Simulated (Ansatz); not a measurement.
## Ta2N, pressure series

Start from Ta2N (space group P-31m, No. 162; a cell from a computed database, its experimental status unchecked).

Ta$_{2}$N is taken in the trigonal space group P-31m (No. 162), Pearson symbol hP9. Lattice parameters: a = b = 5.265 Å, c = 4.911 Å, α = β = 90.00°, γ = 120.00°. Ta on 6k sees 3 N at 2.133–2.150 Å. N1 on 2d is coordinated by 6 Ta at 2.150 Å (octahedral). N2 on 1a has 6 Ta at 2.133 Å (octahedral). (Neighbours: up to the widest gap in distance over summed covalent radii, below 1.35, at either atom; cation-cation and far metal-metal contacts left out.)

Cell and atoms are relaxed at each pressure.

Level of theory: PBEsol (Ansatz, a first-principles code; PAW; 420 eV plane waves; spin-orbit coupling left out).

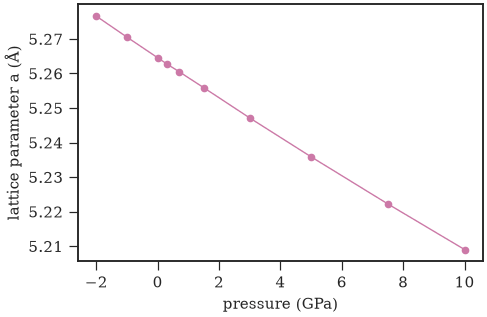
*Lattice parameter a against pressure*

Problem. From the plot, what is the lattice parameter a for pressure 10 GPa?

Solution. About 5.209 Å.

Problem. Is the trend monotonic over the range shown?

Solution. Yes, it falls throughout, spanning 5.209 Å to 5.277 Å.

Load acts through the strain it causes; cell and atoms are relaxed under it. Stability against distortions was not tested. No other phases were tried under pressure. The final runs are not spin-polarised. An odd electron count without spin: Ta2N.
